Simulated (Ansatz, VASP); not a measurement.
# NiGe: VASP beside Ansatz, part 2 of 2

Wanted: the spread between two codes on one cell, functional and k mesh.

VASP 6.6.1 and Ansatz 0.2.0.

So far. Step 2 (VASP: single point, PBE): The run ends at a pressure of 3.28 GPa, with forces up to 0.16 eV/Å.

### 3. Ansatz: single point, PBE

Level of this step: Ansatz beside VASP: Kohn-Sham DFT, plane waves, PBE (Ansatz).

Ansatz runs on its default PAW (the set named soft_2) files.

The same cell, functional, mesh and smearing now go to Ansatz, which takes its cutoff from its data sets.

Input file input.yaml:

```yaml
crystal:
  lattice:
    - [5.381, 0.0, 0.0]
    - [0.0, 3.428, 0.0]
    - [0.0, 0.0, 5.811]
  atoms:
    - { symbol: Ge, position: [0.312, 0.75, 0.917] }
    - { symbol: Ge, position: [0.688, 0.25, 0.083] }
    - { symbol: Ge, position: [0.188, 0.25, 0.417] }
    - { symbol: Ge, position: [0.812, 0.75, 0.583] }
    - { symbol: Ni, position: [0.495, 0.75, 0.31], spin: 1.0 }
    - { symbol: Ni, position: [0.505, 0.25, 0.69], spin: 1.0 }
    - { symbol: Ni, position: [0.005, 0.25, 0.81], spin: 1.0 }
    - { symbol: Ni, position: [0.995, 0.75, 0.19], spin: 1.0 }
hamiltonian:
  xc: pbe
  pseudopotentials: { kind: paw }
magnetization:
  spin_polarized: true
kpoints:
  mp_grid: { grid: [5, 8, 5] }
scf:
  occupations: { method: fermi_dirac, width: 0.05 }
  n_extra_bands: 10
output:
  forces: true
  stress: true
  eigenvalues: true
```

Run with:

```bash
ansatz run input.yaml --threads 4 --pin off --max-ram 9216MiB --backend cpu --events-out ev --progress --plain --runs-dir out
```

Numbers of over 12 decimals in the logs are rounded to 6 here.

The program printed:

```text
Warning: the band count 74 (scf.n_extra_bands) hosts the net moment |M| = 4.0000 μB (N_el = 128) but caps the reachable moment at 2·n_bands − N_el = 20.0000 μB, below the 80 bands that the automatic rule leaves for it — a moment growing past the seed, or the majority channel's smearing tail, pins there with fewer empty majority states than that count leaves; raise or omit scf.n_extra_bands unless the cap is intended
scf.n_extra_bands = 10 over 64 filled bands (N_el = 128.0): the run solves 74 bands
Engine: ansatz 0.2.0, aarch64-unknown-linux-gnu
Pseudopotentials: kind: paw
Pseudopotential: Ge, paw, valence charge 14, recommended cutoff 420 eV (normal), Ge.paw.azcp
Pseudopotential: Ni, paw, valence charge 18, recommended cutoff 420 eV (normal), Ni.paw.azcp
Functional definition: PBE
  parameter kappa = 0.804
  parameter beta = 0.066725
  exchange = pbe_x(kappa = kappa, mu = beta*pi^2/3)
  correlation = pbe_c(beta = beta)
Crystal: 8 atoms, lattice volume = 107.190 Å³
Basis set: ecut = 420 eV, 2113 PW (Γ), exchange–correlation on 72×48×80 points (8 copies of the dense FFT grid, shifted against one another)
Bands: 74, of which v1, the nominal top of the filled ones, is band 64 counted from 1 (63 counted from 0)
Symmetry: 8 space group operations
Space group: Pnma (ITA 62), of the structure as read, at distance tolerance 4.8e-5 Å
Magnetic group: BNS 62.441 (UNI 539), of the structure as read, at distance tolerance 4.8e-5 Å
k-points: 45 of 200
Non-local potential: Ge, projectors of the file, l = 0: 2, l = 1: 2, l = 2: 3, l = 3: 1
Non-local potential: Ni, projectors of the file, l = 0: 3, l = 1: 2, l = 2: 3, l = 3: 1
PAW form: soft (Blöchl's): semilocal exchange-correlation on the pseudo side does not see the compensation charge
PAW one-centre angular grid: Ge, 590 points (default); XC on 64 Gauss nodes
PAW one-centre angular grid: Ni, 590 points (default); XC on 64 Gauss nodes
Initial density: superposition of atomic densities (chi_scale 0.1, normalization cell)
Starting moments: Σ|m| = 4 μB on 4 of 8 sites
Initial wavefunctions: pseudopotential atomic-orbital guess
Functional: x = pbe(κ = 0.804, μ = 0.219515), c = pbe(β = 0.066725)
iter 1 solved again at ethr=8.42e-4 eV; its pass at ethr=3.10e-3 eV (dr2=1.08e0 eV) is discarded
SCF iter   1: F=—  HF=-40534.658234 eV  |F-HF|=—  |Δ(HF+E_count)|=         —  Δρ=8.26e-2 (↑8.26e-2 ↓7.66e-2)  dr2=1.09e0  dr2_m=5.85e0  M=0.368 μB ∫|m|=0.684 μB  β_m=0.30  ethr=8.42e-4  ⟨swp⟩=1.4  Hψ=28736  notcnv=0
Mixer restart at iter 1: flushing history
preconditioner: auto → Kerker (q_TF=auto, 2.810 Å⁻¹)  [metal: Δε(μ)=0.017 eV  Ē_g=15.199 eV  σ=0.050 eV  W_gap=0.09  n_scr=38 (ndim 8)  ℏωp=35.1 eV  f_vac=0.000  D(μ)=3.37/eV (n_scr^D=22)]
spin=Collinear: Kerker preconditioning applied to the charge; magnetization (m = ρ↑ − ρ↓) channel mixes plain (no charge-response kernel on spin).
SCF iter   2: F=—  HF=-40536.272767 eV  |F-HF|=—  |Δ(HF+E_count)|=    1.61e0  Δρ=7.47e-2 (↑4.60e-2 ↓7.47e-2)  dr2=1.84e0  dr2_m=3.36e0  M=0.242 μB ∫|m|=0.490 μB  β_m=0.65  ethr=8.42e-4  ⟨swp⟩=2.0  Hψ=7480  notcnv=0
SCF iter   3: F=—  HF=-40541.334685 eV  |F-HF|=—  |Δ(HF+E_count)|=    5.06e0  Δρ=3.13e-2 (↑3.13e-2 ↓1.46e-2)  dr2=5.27e-1  dr2_m=3.84e-1  M=0.070 μB ∫|m|=0.203 μB  β_m=0.73  ethr=8.42e-4  ⟨swp⟩=3.6  Hψ=14033  notcnv=0  defer=1
SCF iter   4: F=—  HF=-40541.435298 eV  |F-HF|=—  |Δ(HF+E_count)|=   1.01e-1  Δρ=1.77e-2 (↑1.75e-2 ↓1.77e-2)  dr2=1.33e0  dr2_m=2.24e-4  M=-0.002 μB ∫|m|=0.029 μB  β_m=0.70  ethr=4.12e-4  ⟨swp⟩=2.8  Hψ=14487  notcnv=0  defer=172
SCF iter   5: F=—  HF=-40541.209542 eV  |F-HF|=—  |Δ(HF+E_count)|=   2.26e-1  Δρ=2.59e-3 (↑2.24e-3 ↓2.59e-3)  dr2=4.32e-2  dr2_m=5.86e-4  M=0.002 μB ∫|m|=0.019 μB  β_m=0.76  ethr=4.12e-4  ⟨swp⟩=2.4  Hψ=9533  notcnv=0  defer=172
SCF iter   6: F=—  HF=-40541.207262 eV  |F-HF|=—  |Δ(HF+E_count)|=   2.28e-3  Δρ=4.06e-3 (↑4.06e-3 ↓3.49e-3)  dr2=3.24e-2  dr2_m=9.45e-5  M=0.001 μB ∫|m|=0.008 μB  β_m=0.81  ethr=3.37e-5  ⟨swp⟩=2.0  Hψ=12961  notcnv=0  defer=179
SCF iter   7: F=—  HF=-40541.206806 eV  |F-HF|=—  |Δ(HF+E_count)|=   4.55e-4  Δρ=1.69e-3 (↑1.69e-3 ↓1.66e-3)  dr2=6.17e-3  dr2_m=1.75e-5  M=-0.001 μB ∫|m|=0.002 μB  β_m=0.91  ethr=2.53e-5  ⟨swp⟩=2.1  Hψ=8693  notcnv=0  defer=176
SCF iter   8: F=—  HF=-40541.206998 eV  |F-HF|=—  |Δ(HF+E_count)|=   1.91e-4  Δρ=5.98e-4 (↑4.44e-4 ↓5.98e-4)  dr2=6.51e-4  dr2_m=8.26e-6  M=-0.000 μB ∫|m|=0.001 μB  β_m=0.95  ethr=4.82e-6  ⟨swp⟩=2.0  Hψ=8905  notcnv=0  defer=175
SCF iter   9: F=—  HF=-40541.207069 eV  |F-HF|=—  |Δ(HF+E_count)|=   7.11e-5  Δρ=7.57e-5 (↑7.57e-5 ↓6.70e-5)  dr2=3.01e-5  dr2_m=3.40e-8  M=-0.000 μB ∫|m|=0.000 μB  β_m=0.98  ethr=5.08e-7  ⟨swp⟩=2.8  Hψ=11969  notcnv=0  defer=179
SCF iter  10: F=—  HF=-40541.207067 eV  |F-HF|=—  |Δ(HF+E_count)|=   1.83e-6  Δρ=2.58e-5 (↑2.37e-5 ↓2.58e-5)  dr2=2.81e-6  dr2_m=2.02e-9  M=0.000 μB ∫|m|=0.000 μB  β_m=0.99  ethr=2.35e-8  ⟨swp⟩=2.3  Hψ=8382  notcnv=0  defer=179
SCF iter  11: F=—  HF=-40541.207067 eV  |F-HF|=—  |Δ(HF+E_count)|=   2.43e-7  Δρ=1.23e-5 (↑1.23e-5 ↓1.17e-5)  dr2=4.45e-7  dr2_m=8.31e-11  M=0.000 μB ∫|m|=0.000 μB  β_m=0.90  ethr=2.19e-9  ⟨swp⟩=2.0  Hψ=9091  notcnv=0  defer=179
SCF iter  12: F=—  HF=-40541.207067 eV  |F-HF|=—  |Δ(HF+E_count)|=   1.01e-8  Δρ=5.94e-6 (↑5.94e-6 ↓5.30e-6)  dr2=1.02e-7  dr2_m=1.05e-10  M=0.000 μB ∫|m|=0.000 μB  β_m=0.95  ethr=3.48e-10  ⟨swp⟩=2.1  Hψ=7646  notcnv=0  defer=179
SCF iter  13: F=—  HF=-40541.207067 eV  |F-HF|=—  |Δ(HF+E_count)|=   7.39e-9  Δρ=1.07e-6 (↑1.05e-6 ↓1.07e-6)  dr2=3.12e-9  dr2_m=2.61e-13  M=-0.000 μB ∫|m|=0.000 μB  β_m=0.79  ethr=8.00e-11  ⟨swp⟩=2.0  Hψ=8246  notcnv=0  defer=179
SCF iter  14: F=-40541.207067 eV  HF=-40541.207067 eV  |F-HF|=9.09e-10  |Δ(HF+E_count)|=  6.18e-10  Δρ=5.35e-7 (↑5.35e-7 ↓5.28e-7)  dr2=1.02e-9  dr2_m=3.00e-14  M=-0.000 μB ∫|m|=0.000 μB  ethr=2.44e-12  ⟨swp⟩=6.9  Hψ=22380  notcnv=0
SCF 1 converged in 14 iterations: F = -40541.207067 eV  dr2 = 1.02e-9
  greatest PAW one-centre occupation: 1.001 electrons in one spin orbital (limit 2), on the Ni atom at site 7 (counted from 0), in its partial waves of l = 1
WARN: the starting moments were not kept: the SCF closed with an absolute magnetisation of 3.7e-7 μB, where they sum to 4 μB in size (4 sites). That is at most 0.1 of that sum. Measured as dr2_m measures the in/out step, that magnetisation stands 2.5e-14 eV from none, at or under the dr2_threshold of 1.0e-7 eV: it is no larger than a step whose dr2_m would equal this threshold. The system may hold no moment; this SCF [...]
SCF converged after 14 iterations
Magnetization: -0.0000 μB (64.0000 up, 64.0000 down)
Absolute magnetization: 0.0000 μB (∫|ρ↑−ρ↓|, with the PAW one-centre terms)
Spin contamination: 0.0000 ħ² per cell (⟨S²⟩ above its minimum at these occupations)
Per-site moments (μB) at R_I (Å): [(8.164494131555557e-9, 0.960899), (8.164494267827227e-9, 0.960899), (8.1644941109094e-9, 0.960899), (8.164494329030129e-9, 0.960899), (-4.537681341374857e-8, 0.960899), (-4.537681366585731e-8, 0.960899), (-4.537681354201668e-8, 0.960899), (-4.5376813447512626e-8, 0.960899)]
Free energy (F): -40541.207067 eV
Harris-Foulkes:  -40541.207067 eV  (|F-HF|=9.09e-10)
Internal energy: -40541.184508 eV  (E = F + TS)
E sigma→0 (E₀):  -40541.195787 eV
Entropy (-TS):   -0.022559 eV (-2.820 meV/atom)
Fermi energy:    15.570740 eV
--- Per-component energies (eV) ---
  E_band       = -1568.574096
  E_kinetic    = 1589.526689
  E_local      = -23414.616139  (includes V_loc(G=0)·N_el)
  E_nonlocal   = 4225.595922
  E_hartree    = 10053.188515
  E_xc         = -646.211583
  E_vxc        = -702.506876  (∫ρ·V_xc dr)
  E_paw        = -14609.511316  (= ΣΔE_a)
  E_vpaw       = -3372.949558  (= ΣTr[D̂ρ^β])
  E_aug_tail   = 0.003487  (compensation charges beyond the density's cutoff)
  E_ewald      = -17739.160084
  E_smearing   = -0.022559  (= −TS)
  E_closure    = 0.000000  (closes the sum)
  Σ components = -40541.207067   (vs F -40541.207067, Δ=0.00e0)
--- Forces (eV/Å), atoms counted from 1 ---
  atom   1  Ge    -0.05688956     0.00000000    -0.14901841
  atom   2  Ge     0.05688956     0.00000000     0.14901841
  atom   3  Ge     0.05688956     0.00000000    -0.14901841
  atom   4  Ge    -0.05688956     0.00000000     0.14901841
  atom   5  Ni    -0.08091070     0.00000000     0.02361077
  atom   6  Ni     0.08091070     0.00000000    -0.02361077
  atom   7  Ni     0.08091070     0.00000000     0.02361077
  atom   8  Ni    -0.08091070     0.00000000    -0.02361077
  max |Σ_I F_I| component: 1.04e-17 eV/Å
--- Stress (GPa, compression-positive) ---
        2.836027       0.000000       0.000000
        0.000000       4.002118       0.000000
        0.000000       0.000000       4.002051
  P = ⅓ Tr σ = 3.6134 GPa (36.134 kbar)
--- Band table (eV; the first three rows and the last of 90) ---
  k-point 0 ↑: bands = [... 60 lower, 13.8367, 14.4396, 14.6396, 14.7910, 16.1511, 16.2709, 19.5527, 19.7066, ... 6 higher]
  k-point 1 ↑: bands = [... 60 lower, 14.0949, 14.2530, 14.6779, 15.2922, 16.5143, 16.5841, 18.5305, 19.1845, ... 6 higher]
  k-point 2 ↑: bands = [... 60 lower, 14.0548, 14.2651, 14.9259, 15.8586, 16.2336, 17.3473, 17.5890, 18.7253, ... 6 higher]
  k-point 44 ↓: bands = [... 60 lower, 13.9665, 13.9665, 13.9875, 13.9875, 17.0702, 17.0702, 17.9058, 17.9058, ... 6 higher]
```

Run time: 21 s. Hardware: 4 threads of Arm Neoverse V1, shared host; peak memory 0.86 GiB; 80 s of CPU time.

The run ends at a pressure of 3.61 GPa, with forces up to 0.16 eV/Å.

### 4. Differences

Known differences besides the PAW data sets themselves: the data sets hold 128 valence electrons in Ansatz (default PAW (the set named soft_2) files) and 96 in VASP; the cutoff is 420 eV in Ansatz and 410 eV in VASP; VASP leaves aspherical gradient terms in its spheres out (LASPH is not set), Ansatz keeps them. Total energies have different zeros and are not compared.

Both answers:

```csv
quantity,Ansatz,VASP,difference
pressure (GPa),3.61,3.28,+0.33
```

Forces (eV/Å; atoms numbered as in POSCAR):

```csv
atom,"Ansatz x, y, z","VASP x, y, z"
Ge1,"-0.057, 0.000, -0.149","-0.060, 0.000, -0.152"
Ge2,"0.057, 0.000, 0.149","0.060, 0.000, 0.152"
Ge3,"0.057, 0.000, -0.149","0.060, 0.000, -0.152"
Ge4,"-0.057, 0.000, 0.149","-0.060, 0.000, 0.152"
Ni5,"-0.081, 0.000, 0.024","-0.091, 0.000, 0.026"
Ni6,"0.081, 0.000, -0.024","0.091, 0.000, -0.026"
Ni7,"0.081, 0.000, 0.024","0.091, 0.000, 0.026"
Ni8,"-0.081, 0.000, -0.024","-0.091, 0.000, -0.026"
```

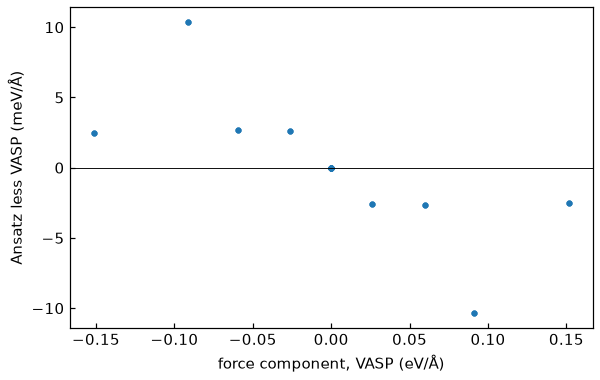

Difference of the force components against their size.

The forces differ by 4.6 meV/Å r.m.s., which is 6.0 % of the r.m.s. force of 0.08 eV/Å (both taken over all components). Ansatz's pressure holds a Pulay correction of 0.06 GPa; VASP's holds none.

### 5. What came out

```yaml
r_m_s_force_difference_single_point_pbe: 4.6 meV/Å
```

What this shows: The r.m.s. force difference is 4.6 meV/Å (single point, PBE), within the 12 meV/Å picked in this series as the mark of a large difference. Differences of this kind measure data sets and numerical settings, not the functional's error against experiment.

[Lines on the potential files, build, host, timing and source positions are cut from VASP's logs without a mark.]

[Logs are printed without paths, hosts, clocks, repeated set-up lines and the standing remarks that a program may print on its own settings, such as how far it seeks lower states.]

[Hosts, paths, dates, database ids (printed as entryN), source tags and the programs' standing remarks are cut or masked in the printed files.]
